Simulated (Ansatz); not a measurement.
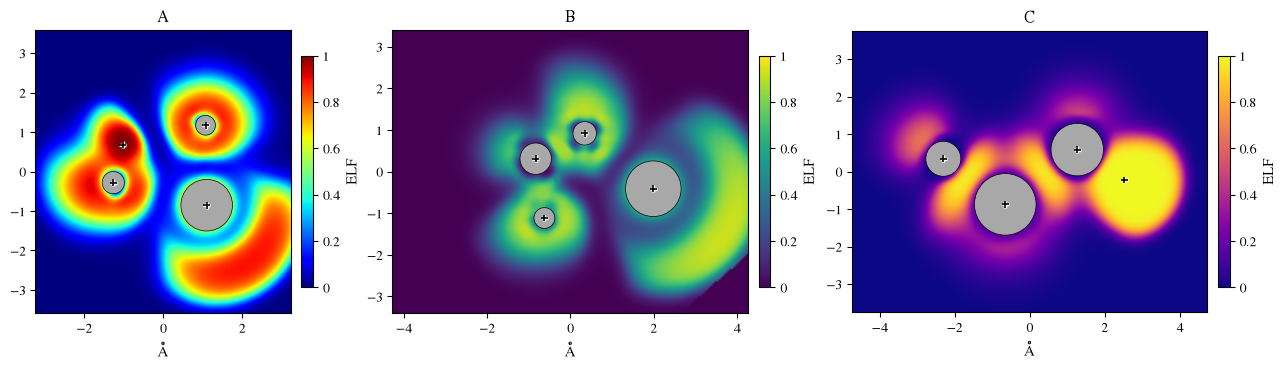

The electron localisation function of 3 systems, each on a plane through atoms (crosses mark nuclei in the plane; grey discs cover the cores).

Computed with Ansatz, isolated molecule in a Gaussian basis; Kohn-Sham density functional theory, functional PBE0.

System 1: FH4NOSn (SMILES [NH2][Sn-]([OH2+])[F]), the plane of atoms F1, Sn4 and O3. Geometry: BLYP-D3(BJ)/def2-SVP; core potentials replace the inner electrons of Sn.

```yaml
atoms:
  - { symbol: F, position_ang: [-1.4616, 2.1611, -2.7405] }
  - { symbol: N, position_ang: [0.5882, 1.3877, -0.7813] }
  - { symbol: O, position_ang: [-0.2875, -0.3237, -2.6108] }
  - { symbol: Sn, position_ang: [-1.5412, 1.0550, -1.0459] }
  - { symbol: H, position_ang: [0.8899, 2.2707, -1.2220] }
  - { symbol: H, position_ang: [0.9984, 1.3555, 0.1626] }
  - { symbol: H, position_ang: [0.4673, 0.0996, -2.0717] }
  - { symbol: H, position_ang: [-0.4368, 0.3525, -3.3157] }
```

System 2: CH2FInO (SMILES FC[O][In]), the plane of atoms F2, C1 and O4. Geometry: PBE0-D3(BJ)/def2-SVP; core potentials replace the inner electrons of In.

```xyz
6

C    -0.8661   -0.4628   -1.3634
F    -0.9030    0.7490   -0.5877
In   -0.8367    1.9332   -3.0223
O    -0.8280   -0.1511   -2.6507
H     0.0346   -0.9972   -0.9939
H    -1.7779   -1.0152   -1.0519
```

System 3: BGeH7Si (SMILES [BH2][GeH2][SiH3]), the plane of atoms Ge2, Si3 and H10. Geometry: B3LYP-D3(BJ)/def2-SVP.

```xyz
10

B    -0.5914   -0.5391   -3.4532
Ge    0.3486    0.6097   -2.0380
Si   -1.3494    2.0194   -1.0647
H    -0.7186   -0.1362   -4.5817
H    -1.0980   -1.5898   -3.1510
H     0.9739   -0.2013   -0.8800
H     1.4353    1.5494   -2.6090
H    -2.4141    1.1839   -0.4357
H    -1.9731    2.8750   -2.1163
H    -0.7446    2.8984   -0.0215
```

Match each panel to its system.

Panel A is system 1, FH4NOSn: the plane holds F, O, Sn and H. Sn–F (2.03 Å): the ELF peaks at about 0.80 in the valence shell of F, 0.5 Å from its nucleus, and drops to about 0.15 between the two atoms. Panel B is system 2, CH2FInO: the plane holds C, F, In and O. C–O (1.33 Å): the ELF peaks at about 0.85 between the atoms (a shared but strongly polarised pair). Panel C is system 3, BGeH7Si: the plane holds B, Ge, Si and H. Ge–B (2.05 Å): the ELF peaks at about 0.95 between the atoms, as expected for a shared electron pair.
